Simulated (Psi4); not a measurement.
# SCAN/may-cc-pVTZ (density fitting with def2-universal-jkfit, sweep point 7) run of GeHCl3 (SMILES [Cl][GeH]([Cl])[Cl])

Aim: the vertical singlet–triplet gap of GeHCl3 at SCAN/may-cc-pVTZ (density fitting with def2-universal-jkfit, sweep point 7), from 2 runs. Input form: a Python script.

The results are computed with Psi4 1.11.

2 further runs of the same task are left out: 1 that didn't finish, 1 set aside as unsound or not needed. Runs told in other sessions of the task aren't counted.

### Step 1. The structure to begin with

The species is GeHCl3 (5 atoms), meant as a singlet with charge 0. As SMILES, `[Cl][GeH]([Cl])[Cl]`. The coordinates come from a PBE0-D4/def2-TZVP relaxation.

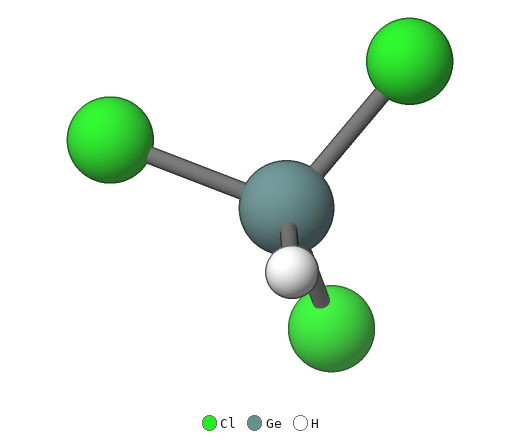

Viewed from a chosen angle; chlorine green, germanium teal, hydrogen white.

### Step 2. The energy at SCAN/may-cc-pVTZ (density fitting with def2-universal-jkfit, sweep point 7)

cl3geh.py reads:

```python
import psi4

psi4.set_memory(1600000000)
psi4.set_num_threads(1)
psi4.core.set_output_file('cl3geh.out', False)

geom = psi4.geometry("""
0 1
Cl    -1.177700    -0.012800     1.700700
Ge     0.102400     0.090600     0.006200
Cl     1.117900    -1.767600    -0.185300
Cl    -1.095100     0.385600    -1.725800
H      1.102600     1.230700     0.163000
symmetry c1
""")

psi4.set_options({
    'basis': 'may-cc-pVTZ',
    'reference': 'rks',
    'puream': True,
    'scf_type': 'df',
    'dft_radial_points': 99,
    'dft_spherical_points': 590,
    'df_basis_scf': 'def2-universal-jkfit',
})

e_tot = psi4.energy('SCAN')
print('E =', round(e_tot, 9))
```

On the command line:

```console
$ python cl3geh.py
```

cl3geh.out:

```text
[...]
  Running in c1 symmetry.
[...]
  Nuclear repulsion =  559.185580250140447
[...]
  Multiplicity = 1
[...]
  Nalpha       = 42
  Nbeta        = 42
[...]
    Number of basis functions: 175
[...]
   @DF-RKS iter   1: -3457.43888552194176   -1.73616e+00   1.27789e-02 DIIS/ADIIS
[...]
   @DF-RKS iter   9: -3458.70724504080817   -2.92071e-08   4.28886e-07 DIIS
[...]
    Orbital Energies [Eh]
    ---------------------
    Doubly Occupied:
       1A   -398.357218     2A   -101.269780     3A   -101.269762
       4A   -101.269733     5A    -49.721408     6A    -44.201867
       7A    -44.201866     8A    -44.200277     9A     -9.392364
      10A     -9.392346    11A     -9.392319    12A     -7.136883
      13A     -7.136865    14A     -7.136841    15A     -7.130534
      16A     -7.130514    17A     -7.130487    18A     -7.130450
      19A     -7.130434    20A     -7.130406    21A     -6.260001
      22A     -4.408252    23A     -4.408250    24A     -4.403978
      25A     -1.220490    26A     -1.220487    27A     -1.216648
      28A     -1.215763    29A     -1.215760    30A     -0.831509
      31A     -0.796315    32A     -0.796288    33A     -0.543282
      34A     -0.406070    35A     -0.403366    36A     -0.403346
[...]
  @DF-RKS Final Energy: -3458.70724504080817
   => Energetics <=
    Nuclear Repulsion Energy =            559.1855802501404469
    One-Electron Energy =               -5916.1291397664117540
    Two-Electron Energy =                2062.7629540699558675
    DFT Exchange-Correlation Energy =    -164.5266395944929059
    Empirical Dispersion Energy =           0.0000000000000000
    VV10 Nonlocal Energy =                  0.0000000000000000
    Total Energy =                      -3458.7072450408081750
[...]
 Multipole Moments:
 ------------------------------------------------------------------------------------
     Multipole            Electronic (a.u.)      Nuclear  (a.u.)        Total (a.u.)
 ------------------------------------------------------------------------------------
 L = 1.  Multiply by 2.5417464519 to convert [e a0] to [Debye]
 Dipole X            :          1.2189201           -0.8405712            0.3783489
 Dipole Y            :          1.3894398           -0.9581349            0.4313049
 Dipole Z            :          0.1911871           -0.1315090            0.0596782
 Magnitude           :                                                    0.5768304
[...]
```

On the terminal:

```text
E = -3458.707245041
```

Wall time 65 s (1 thread of Intel Xeon Platinum 8223CL at 3.00GHz (Skylake/Cascade Lake), shared host); peak memory 1.7 GiB.

### Step 3. The triplet at the same level

cl3geh.py reads:

```python
import psi4

psi4.set_memory(1600000000)
psi4.set_num_threads(1)
psi4.set_output_file('output.dat', False)

molecule = psi4.geometry("""
0 3
Cl    -1.177700    -0.012800     1.700700
Ge     0.102400     0.090600     0.006200
Cl     1.117900    -1.767600    -0.185300
Cl    -1.095100     0.385600    -1.725800
H      1.102600     1.230700     0.163000
symmetry c1
""")

psi4.set_options({
    'basis': 'may-cc-pVTZ',
    'reference': 'uks',
    'puream': True,
    'scf_type': 'df',
    'dft_radial_points': 99,
    'dft_spherical_points': 590,
    'maxiter': 100,
    'df_basis_scf': 'def2-universal-jkfit',
})

e = psi4.energy('scan')
print(f'scan energy: {e:.10f} Eh')
```

On the command line:

```console
$ python cl3geh.py
```

output.dat:

```text
[...]
  Running in c1 symmetry.
[...]
  Nuclear repulsion =  559.185580250140447
[...]
  Multiplicity = 3
[...]
  Nalpha       = 43
  Nbeta        = 41
[...]
    Number of basis functions: 175
[...]
   @DF-UKS iter   1: -3457.10231896479218   -1.39959e+00   1.31936e-02 ADIIS/DIIS
[...]
   @DF-UKS iter  23: -3458.49312681887204   -3.56877e-08   3.65459e-07 DIIS
[...]
   @S^2 Observed:                2.005868112E+00
[...]
    Orbital Energies [Eh]
    ---------------------
    Alpha Occupied:
       1A   -398.311271     2A   -101.283378     3A   -101.283368
       4A   -101.283345     5A    -49.679208     6A    -44.159917
       7A    -44.159916     8A    -44.158791     9A     -9.405667
      10A     -9.405660    11A     -9.405636    12A     -7.150924
      13A     -7.150922    14A     -7.150895    15A     -7.146730
      16A     -7.146721    17A     -7.146696    18A     -7.142455
      19A     -7.142445    20A     -7.142423    21A     -6.215093
      22A     -4.363836    23A     -4.363835    24A     -4.360301
      25A     -1.180517    26A     -1.180511    27A     -1.177368
      28A     -1.175735    29A     -1.175727    30A     -0.845381
      31A     -0.813948    32A     -0.813924    33A     -0.552336
      34A     -0.414751    35A     -0.412903    36A     -0.412894
[...]
  @DF-UKS Final Energy: -3458.49312681887204
   => Energetics <=
    Nuclear Repulsion Energy =            559.1855802501404469
    One-Electron Energy =               -5916.6370955171623791
    Two-Electron Energy =                2063.4698678745489815
    DFT Exchange-Correlation Energy =    -164.5114794263989779
    Empirical Dispersion Energy =           0.0000000000000000
    VV10 Nonlocal Energy =                  0.0000000000000000
    Total Energy =                      -3458.4931268188720423
  UHF NO Occupations:
  HONO-2 :   41  A 1.9987604
  HONO-1 :   42  A 1.0000000
[...]
 Multipole Moments:
 ------------------------------------------------------------------------------------
     Multipole            Electronic (a.u.)      Nuclear  (a.u.)        Total (a.u.)
 ------------------------------------------------------------------------------------
 L = 1.  Multiply by 2.5417464519 to convert [e a0] to [Debye]
 Dipole X            :          1.0002323           -0.8405712            0.1596611
 Dipole Y            :          1.1397459           -0.9581349            0.1816110
 Dipole Z            :          0.1562903           -0.1315090            0.0247813
 Magnitude           :                                                    0.2430809
[...]
```

On the terminal:

```text
scan energy: -3458.4931268189 Eh
```

Wall time 3.3 min (1 thread of Intel Xeon Platinum 8223CL at 3.00GHz (Skylake/Cascade Lake), shared host); peak memory 1.7 GiB.

### Step 4. Summary of results

Level: SCAN/may-cc-pVTZ (density fitting with def2-universal-jkfit, sweep point 7).

| quantity | value |
| --- | --- |
| singlet: total energy | -3458.70725 Eh |
| singlet: dipole moment | 1.47 D |
| singlet: HOMO energy | -8.38 eV |
| singlet: LUMO energy | -2.30 eV |
| singlet: HOMO–LUMO gap | 6.08 eV |
| triplet: total energy | -3458.49313 Eh |
| triplet: dipole moment | 0.62 D |
| triplet: HOMO energy (highest over α and β) | -2.83 eV |
| triplet: ⟨S²⟩ | 2.006 |
| vertical energy of the triplet above the singlet | 5.826 eV |

At this shape the triplet lies 5.83 eV (134 kcal/mol) above the singlet.
